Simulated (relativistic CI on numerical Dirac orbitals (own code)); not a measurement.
**Run report: W⁵⁺, relativistic CI calculation**

W⁵⁺. Computed at this level: Dirac-Coulomb-Breit CI, KLI orbitals optimised for each configuration, model QED (radiative potential, 1s self-energy scaled to tabulated hydrogen-like ionisation energies), valence Slater integrals scaled by 0.7, multiplet model of core-to-valence dipole absorption in a parametric crystal field (relativistic CI on numerical Dirac orbitals, in-house).

### Input
```
atom W  Z=74  charge=5  electrons=69
nucleus A=184  rms_radius_fm=5.3658
hamiltonian dirac-coulomb  breit=on  qed=on  c_scale=1
orbitals kli  potential=per-configuration
slater_scale 0.7
correlation none
mixing on
configurations
  [Xe] 4f14 5d
  [Kr] 4d10 4f14 5s2 5p5 5d2
end
absorption O2,3 T=10 lorentz=0.6 gauss=0.3
crystal_field Td 10Dq=-21200
```

Hardware: 1 CPU thread, shared host.

The program writes its results to a structured record and prints no log; tables and figures of this report are taken from that record.

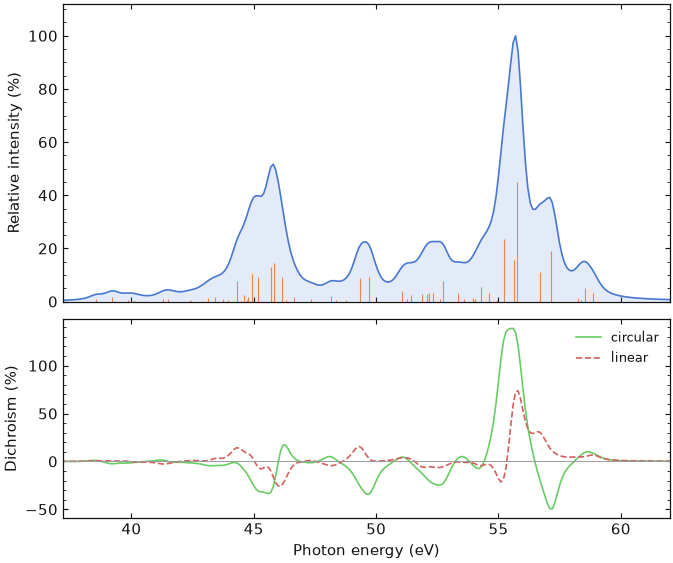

*O₂,₃ X-ray absorption of W⁵⁺, [Xe] 4f¹⁴ 5d, in a field of Td symmetry with 10Dq = −21,200 cm⁻¹. Sticks are the strongest transitions, on a scale of their own. Multiplet model: relativistic Dirac–Coulomb–Breit theory, one configuration a step, Slater integrals scaled by 0.7, 10 K, Voigt broadening (Lorentzian 0.6 eV, Gaussian 0.3 eV full widths), computed with a radial Dirac CI code. Dichroism is for the ground state at zero temperature, magnetised by an exchange field of 10 meV on Sz (linear: z less the mean of x and y).*

The main maxima lie at 45.8 eV (52), 49.5 eV (22), 52.3 eV (23), 55.7 eV (100), 57.1 eV (39) and 58.5 eV (15), heights in % of the largest; the centroid is at 51.6 eV. The ground state has S = 0.50. The circular dichroism (Δm = −1 less Δm = +1) is largest at 55.6 eV, 139 % of the isotropic maximum. The magnetised ground state has ⟨Lz⟩ = 0.62 and ⟨Sz⟩ = −0.49.

### Summary

- outcome: converged

### Notes

To bear in mind: free-ion energies, so absolute edge positions are off by a few eV from solids; core and valence shell share one n, so the strongest features autoionise and are far broader and can lie several eV off in experiment.
